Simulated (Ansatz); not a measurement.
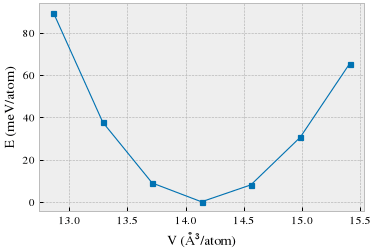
*SiMo (CsCl type, Pm-3m) under volume change, PBE (plane waves, PAW; program Ansatz), scaled uniformly.*

**Question.** What does a third-order Birch–Murnaghan fit give for V₀, B₀ and B′?

**Answer.** V₀ = 14.14 Å³/atom, B₀ = 212 GPa, B′ = 4.2.

The cell is a constructed one: a structure type filled with these elements; neither database checked (COD, Materials Project) lists it. Its standing as an ambient phase is unchecked. The PBE relaxation kept the symmetry of its start; its stability against distortions is not shown here. The run is not spin-polarised.

Potentials: the later of the program's two PAW sets.
